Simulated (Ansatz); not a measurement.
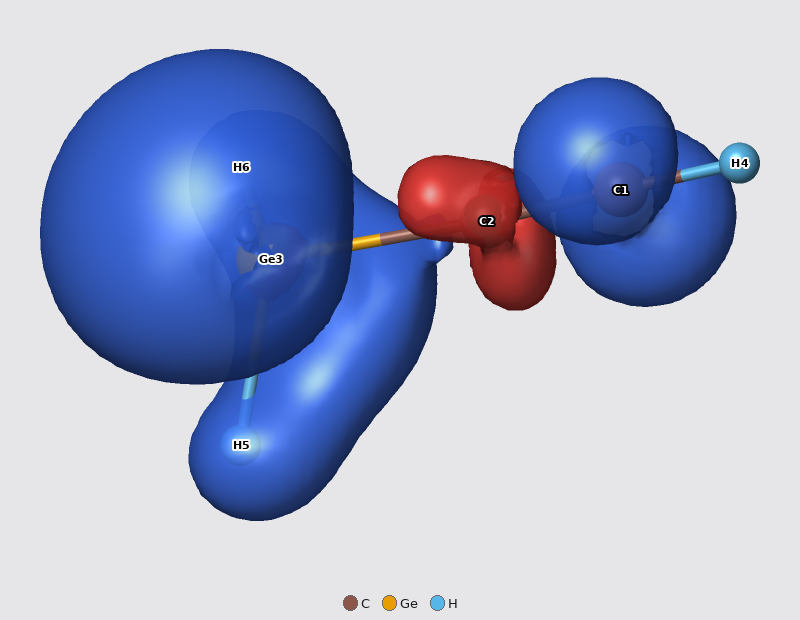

The picture shows: C2H3Ge (SMILES C#[C][GeH2]) (doublet). Isosurfaces of the spin density at +0.015 (blue) and −0.015 e/Å³ (red), seen at a tilt.

Method: Ansatz, UKS B3LYP/def2-SVP.

```yaml
atoms:
  - { symbol: C, position_ang: [-0.6176, -1.6750, -0.1384] }
  - { symbol: C, position_ang: [0.0156, -0.6413, 0.0094] }
  - { symbol: Ge, position_ang: [0.8372, 1.0583, 0.1921] }
  - { symbol: H, position_ang: [-1.1581, -2.5961, -0.2630] }
  - { symbol: H, position_ang: [1.9919, 1.1948, -0.8270] }
  - { symbol: H, position_ang: [1.3183, 1.2542, 1.6484] }
```

**Describe the spin distribution.**

The unpaired spin (1 electron) lies mostly on Ge3 (about 0.7) and C1 (about 0.1), in electrons by Hirshfeld's partition.
